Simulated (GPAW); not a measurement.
# CdF2: optical spectrum from first principles, part 2 of 2

Wanted: where CdF2 starts to absorb, how strongly, and its refractive index.

GPAW 26.7.0; DFT, PBE, plane-wave PAW (GPAW data sets), scalar-relativistic, RPA, optical limit.

So far. Step 2 (Ground state): There is a gap, 3.13 eV on this mesh (points off the mesh can give less), so no carriers' term is needed.

## Step 4: Dielectric function, RPA

Local fields let the induced charge screen the field inside the cell, which as a rule lowers ε, most along directions where the density is uneven.

This step: DFT, PBE, plane-wave PAW (GPAW data sets), scalar-relativistic, RPA, optical limit (GPAW 26.7.0).

The input, df.py:

```python
from gpaw.response.df import DielectricFunction

df = DielectricFunction('full.gpw', frequencies={'type': 'nonlinear', 'domega0': 0.03, 'omega2': 8},
                        ecut=60,
                        eta=0.2,
                        nbands=34,
                        txt='df.txt')
for direction in ['x']:
    df.get_dielectric_function(xc='RPA', direction=direction, filename=f'df_{direction}.csv')
```

Launch:

```
$ OMP_NUM_THREADS=1 python df.py
```

Log:

```text
Using integrator: PointIntegrator
NonLinearFrequencyDescriptor(from 0.000 to 61.014 eV, 490 points)
Nonperiodic BCs:  [False False False]
Using integrator: PointIntegrator
NonLinearFrequencyDescriptor(from 0.000 to 61.014 eV, 490 points)
Nonperiodic BCs:  [False False False]

Calculating chi0 body with:
    Ground state adapter containing:
    Number of spins: 1
    Number of kpoints: 1000
    Number of irreducible kpoints: 47
    Number of completely occupied states: 13
    Number of partially occupied states: 13

    Linear response parametrization:
    q_c: [0.0, 0.0, 0.0]
    Number of frequency points: 490
    Planewave cutoff: 60.0
    Number of bands: 34
    Number of planewaves: 51
    Broadening (eta): 0.2

Integrating chi0 body.

Symmetries of q_c:
    Direct symmetries (Uq -> q): 48
    Indirect symmetries (TUq -> q): 0
In total 48 allowed symmetries.

47 groups of equivalent kpoints. 95.3% reduction.

Integral kind: spectral function

Calculating chi0 optical extensions with:
    Ground state adapter containing:
    Number of spins: 1
    Number of kpoints: 1000
    Number of irreducible kpoints: 47
    Number of completely occupied states: 13
    Number of partially occupied states: 13

    Linear response parametrization:
    Number of frequency points: 490
    Planewave cutoff: 60.0
    Number of bands: 34
    Number of planewaves: 51
    Broadening (eta): 0.2
Integrating chi0 head and wings.

Symmetries of q_c:
    Direct symmetries (Uq -> q): 48
    Indirect symmetries (TUq -> q): 0
In total 48 allowed symmetries.

47 groups of equivalent kpoints. 95.3% reduction.

Integral kind: spectral function wings
```

It took 5.9 s on 1 thread of Arm Neoverse V2, shared host; peak memory 0.27 GiB.

Read-outs, printed or worked out from the files:

```
electronic dielectric constant ε∞, mean over x, y and z (by symmetry where fewer were run) : 2.629
main peak of Im epsilon, first axis                                                        : 10.30 eV
```

Some rows of df_x.csv (energy; Re and Im without local fields; Re and Im with them):

```text
0.000000, 2.687804, 0.000000, 2.629417, 0.000000
0.555532, 2.694739, 0.005059, 2.636241, 0.004979
1.143969, 2.718050, 0.011032, 2.659190, 0.010865
1.768324, 2.764156, 0.019119, 2.704619, 0.018850
2.431988, 2.846858, 0.032408, 2.786230, 0.032012
3.138794, 3.003736, 0.063624, 2.941409, 0.063036
3.893091, 3.344094, 0.306920, 3.278962, 0.305662
4.699832, 3.248073, 1.043031, 3.184267, 1.039794
5.564682, 3.044001, 1.298560, 2.978419, 1.293849
6.494155, 2.574331, 1.285649, 2.494435, 1.287249
7.495775, 2.430091, 1.162998, 2.328045, 1.154537
8.578281, 2.563043, 1.070210, 2.468634, 1.022573
9.751884, 2.921151, 1.679504, 2.819271, 1.680386
11.028587, 1.519140, 1.402253, 1.349098, 1.389108
12.422601, 1.912058, 2.193366, 1.752062, 2.062605
13.950874, 1.021194, 2.523286, 1.028973, 2.290005
15.633783, 0.544963, 1.162077, 0.576978, 1.047587
17.496047, 0.939296, 1.207767, 1.048273, 0.878012
19.567954, 1.022288, 0.714909, 1.015732, 0.694386
```

The Im ε, E ∥ x has structure finer than the step of the table below, so its rows give means over 2 eV, whole bins alone (the curve runs from 0 to 21.9 eV). Peaks (eV: height): 5.7: 1.35, 6.3: 1.37, 10.3: 2.43, 12.4: 2.06, 13.7: 2.41, 21.0: 1.07.

Values under the direct gap are tails of Lorentzian lines. The Im ε, E ∥ x by photon energy; means over each step:

```
photon energy (eV)  Im ε, E ∥ x
                 2       0.0253
                 4        0.449
                 6         1.18
                 8         1.17
                10         1.82
                12         1.54
                14         2.00
                16         1.01
                18        0.842
                20        0.857
```

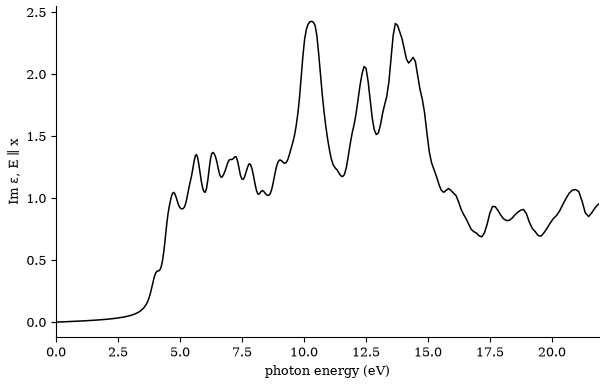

Im ε, E ∥ x, plotted against photon energy.

Re ε, E ∥ x against photon energy:

```
photon energy (eV)  Re ε, E ∥ x
                 0         2.63
                 2         2.73
                 4         3.27
                 6         2.73
                 8         2.20
                10         2.65
                12         2.10
                14        0.973
                16        0.604
                18        0.898
                20         1.11
```

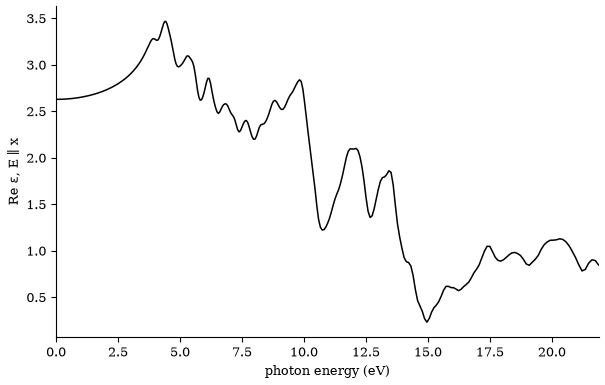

Re ε, E ∥ x, plotted against photon energy.

The loss function −Im 1/ε at q → 0, E ∥ x has structure finer than the step of the table below, so its rows give means over 2 eV, whole bins alone (the curve runs from 0 to 21.9 eV). Peaks (eV: height): 10.9: 0.388, 16.3: 0.776, 19.1: 0.591, 21.2: 0.622.

Values under the direct gap are tails of Lorentzian lines. The loss function −Im 1/ε at q → 0, E ∥ x by energy loss; means over each step:

```
energy loss (eV)  loss function −Im 1/ε at q → 0, E ∥ x
               2                                0.00329
               4                                 0.0412
               6                                  0.132
               8                                  0.165
              10                                  0.230
              12                                  0.285
              14                                  0.386
              16                                  0.726
              18                                  0.525
              20                                  0.478
```

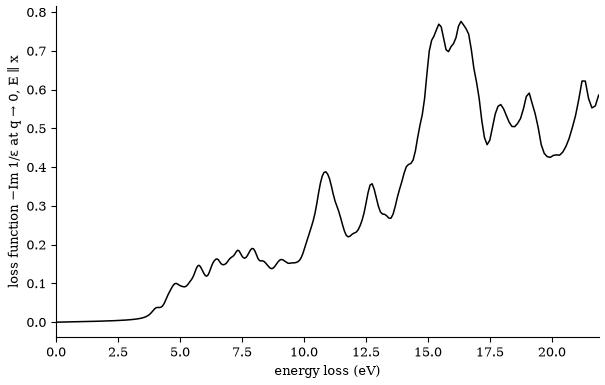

Loss function −Im 1/ε at q → 0, E ∥ x against energy loss.

The reflectivity at normal incidence, E ∥ x has structure finer than the step of the table below, so its rows give means over 1 eV, whole bins alone (the curve runs from 0 to 21.9 eV). Peaks (eV: height): 4.5: 9.67, 10.4: 12.8, 12.5: 10.8, 14.9: 15.3, 17.7: 4.43, 21.1: 5.71.

Reflectivity at normal incidence, E ∥ x against photon energy; means over each step:

```
photon energy (eV)  reflectivity at normal incidence, E ∥ x (%)
                 1                                         5.73
                 2                                         6.06
                 3                                         6.83
                 4                                         8.54
                 5                                         8.84
                 6                                         8.35
                 7                                         7.59
                 8                                         6.74
                 9                                         7.79
                10                                         11.5
                11                                         7.96
                12                                         8.25
                13                                         8.89
                14                                         13.4
                15                                         13.2
                16                                         7.26
                17                                         3.70
                18                                         3.94
                19                                         3.73
                20                                         3.23
                21                                         5.02
```

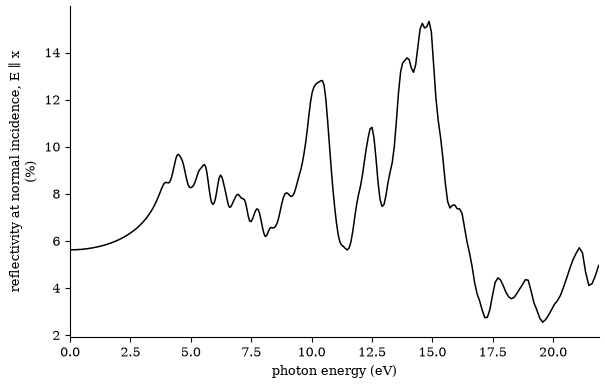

Reflectivity at normal incidence, E ∥ x, plotted against photon energy.

Table of refractive index n and extinction k by photon energy:

```
photon energy (eV)      n        k
                 0   1.62        0
                 2   1.65  0.00686
                 4   1.81    0.107
                 6   1.68    0.312
                 8   1.53    0.374
                10   1.75    0.638
                12   1.54    0.512
                14   1.31    0.859
                16  0.952    0.550
                18   1.03    0.410
                20   1.12    0.366
```

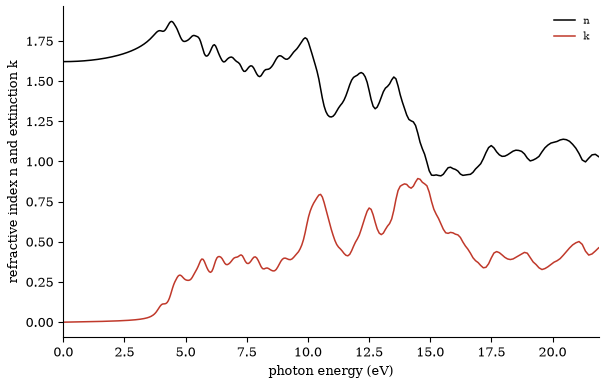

Refractive index n and extinction k against photon energy.

At chosen wavelengths:

```
wavelength (nm)     n      k  R (%)     1/α
           1550  1.63  0.002    5.7   55 µm
            633  1.65  0.007    6.0  7.6 µm
            532  1.66  0.009    6.2  4.8 µm
            450  1.69  0.013    6.5  2.8 µm
            405  1.71  0.017    6.8  1.9 µm
            365  1.74  0.026    7.3  1.1 µm
            248  1.75  0.264    8.3   75 nm
```

Below the direct gap, k and the depth come from the tails of the Lorentzian lines, not from transitions.

Rows near the edge hang on the gap, which this functional as a rule makes too small, and phonon-assisted absorption is left out.

## Step 5: What came out

| Item | Value |
| --- | --- |
| electronic dielectric constant ε∞, mean over x, y and z (by symmetry where fewer were run) (RPA) | 2.63 |
| main peak of Im epsilon, first axis | 10.3 eV |

At this level (PBE, RPA) CdF2 has ε∞ = 2.63 and n = 1.63 at 1550 nm, and Im ε peaks at 10.3 eV. On the mesh the gap is 3.08 eV and the least direct gap 3.53 eV, so on this mesh the band edges lie at different points. Local fields change the static value along x from 2.69 to 2.63 (-2 %). Distinct maxima of Im ε, read by a parabola through the highest points, lie at 6.33 eV (1.4), 10.30 eV (2.4), 12.45 eV (2.1) and 13.72 eV (2.4). Excitons and phonon-assisted transitions are missing; PBE gaps are as a rule too small, which pulls the onset down and ε∞ up. The sum runs over mesh points, so small or evenly spaced maxima can still be ripples of the mesh. In this version of GPAW the matrix elements of the optical limit are incomplete, which can lower ε − 1 by up to a tenth where first-row anions or d states rule, and shift it by more in d metals.

[Machine, clock and banner lines and Python warnings are left out of the logs.]

[Logs are printed without paths, hosts, clocks, repeated set-up lines and the standing remarks that a program may print on its own settings, such as how far it seeks lower states.]

[Hosts, paths, dates, database ids (printed as entryN), source tags and the programs' standing remarks are cut or masked in the printed files.]
